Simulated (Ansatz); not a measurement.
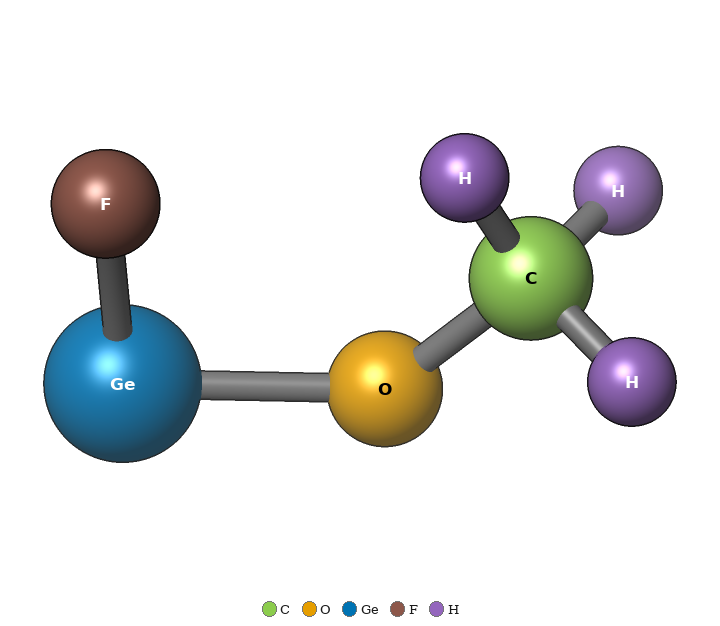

Ball-and-stick drawing of a structure.

Question: Count the atoms of each element.

Answer: CH₃FGeO, 7 atoms: 1 carbon, 3 hydrogen, 1 fluorine, 1 germanium and 1 oxygen.

Question: How many sets of symmetry-equivalent atoms are there?

Answer: 6: 1 C, 1 O, 1 Ge, 1 F, 1 H, 2 H.

Question: How many bonds of each kind are drawn?

Answer: 3 C–H, 1 C–O, 1 Ge–O, 1 F–Ge.

Question: Which point group does it belong to?

Answer: Cs.

Question: Give a SMILES string for it.

Answer: C[O][Ge][F]

More results for the same structure follow; atom numbers are the same in all pictures, views and colours differ. The computed structure is the end point of a PBE0-D4/def2-TZVP optimisation.

Shape

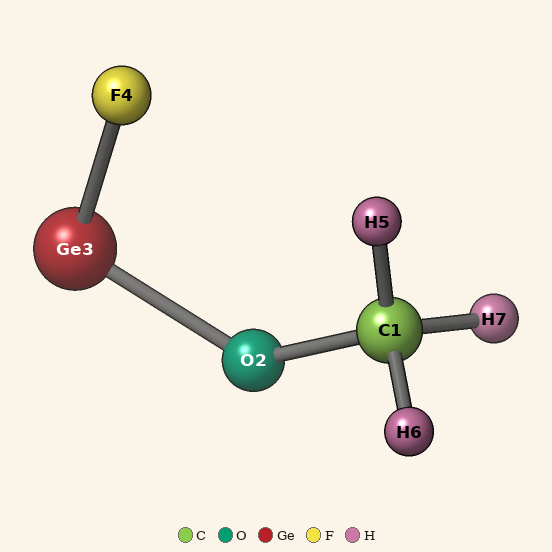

Atoms carry their numbers in the input.

What are the angles O2–C1–H5, O2–C1–H6, H5–C1–H6, H6–C1–H7, C1–O2–Ge3, O2–Ge3–F4?

```tsv
angle	degrees
O2–C1–H5	112.1
O2–C1–H6	109.1
H5–C1–H6	109.1
H6–C1–H7	108.4
C1–O2–Ge3	128.6
O2–Ge3–F4	99.0
```

Levels of theory compared

Program: Ansatz 0.2.0.

Compare HOMO–LUMO gap (eV) at these levels: B3LYP-D4/def2-TZVPP; BHLYP-D4/def2-TZVPP; BLYP-D4/def2-TZVPP; PBE0-D4/def2-SVP; PBE0-D4/def2-TZVPP; r2SCANh-D4/def2-TZVPP; revPBE-D4/def2-TZVPP; ωB97M-V/def2-SVP; ωB97M-V/def2-TZVPP; ωB97X-V/def2-TZVPP.

| level | HOMO–LUMO gap (eV) |
| --- | --- |
| B3LYP-D4/def2-TZVPP | 5.84 |
| BHLYP-D4/def2-TZVPP | 8.22 |
| BLYP-D4/def2-TZVPP | 4.20 |
| PBE0-D4/def2-SVP | 6.29 |
| PBE0-D4/def2-TZVPP | 6.26 |
| r2SCANh-D4/def2-TZVPP | 5.36 |
| revPBE-D4/def2-TZVPP | 4.23 |
| ωB97M-V/def2-SVP | 10.56 |
| ωB97M-V/def2-TZVPP | 10.50 |
| ωB97X-V/def2-TZVPP | 10.68 |

Dipole moment

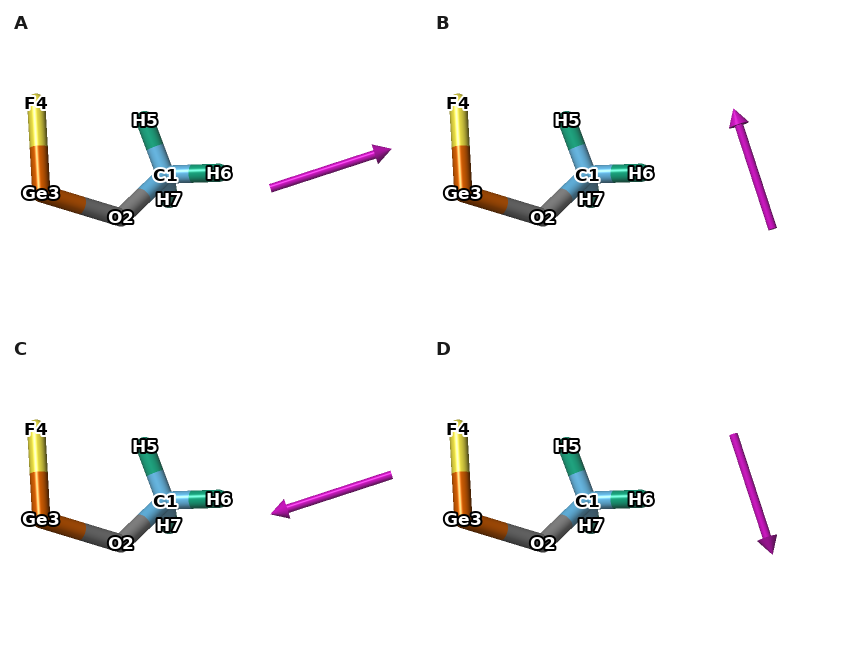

The same molecule four times, each with an arrow. Properties computed with RKS ωB97M-V/def2-TZVPP (Ansatz 0.2.0).

Question: Which arrow points along the dipole moment, from the negative to the positive end?

Answer: D. The dipole moment is 0.84 D; it points from the side of F4 to the side of O2 (the outermost atoms at the two ends).

Charges

The questions are on Mulliken charges. Method: RKS PBE0-D4/def2-TZVP (Ansatz 0.2.0).

Give the Mulliken charges atom by atom.

```tsv
atom	value (e)
C1	−0.21
O2	−0.39
Ge3	0.61
F4	−0.40
H5	0.14
H6	0.12
H7	0.12
```

Mulliken values depend strongly on the basis set and can even reverse the polarity of a bond.
